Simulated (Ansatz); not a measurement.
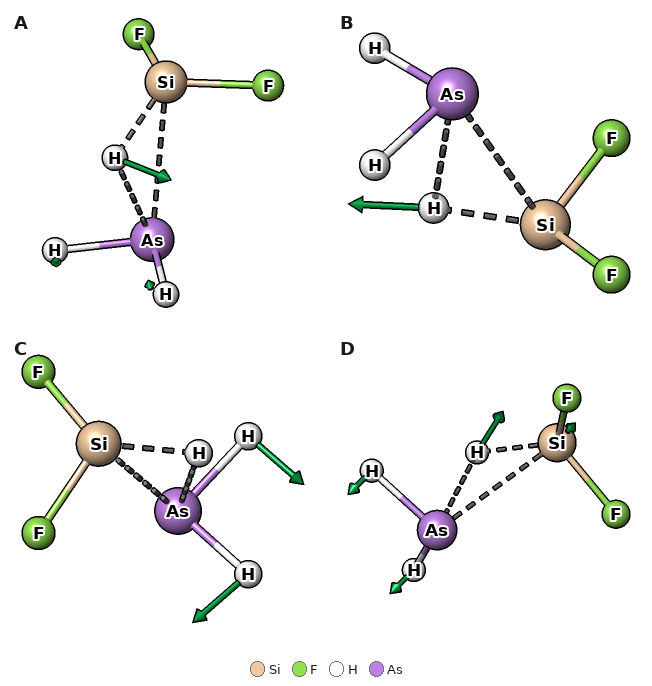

4 normal modes of one molecule or complex, as arrows. Broken sticks mark bonds that form or break. Harmonic vibrations computed with RKS PBE0-D4/def2-TZVP (Ansatz 0.2.0) at a stationary point of the same level. It is a saddle point of order 1.

Question: Match the panels to the wavenumbers 101 cm⁻¹, 412 cm⁻¹, 766 cm⁻¹, 2103 cm⁻¹.

Answer: A: 766 cm⁻¹
B: 2103 cm⁻¹
C: 101 cm⁻¹
D: 412 cm⁻¹
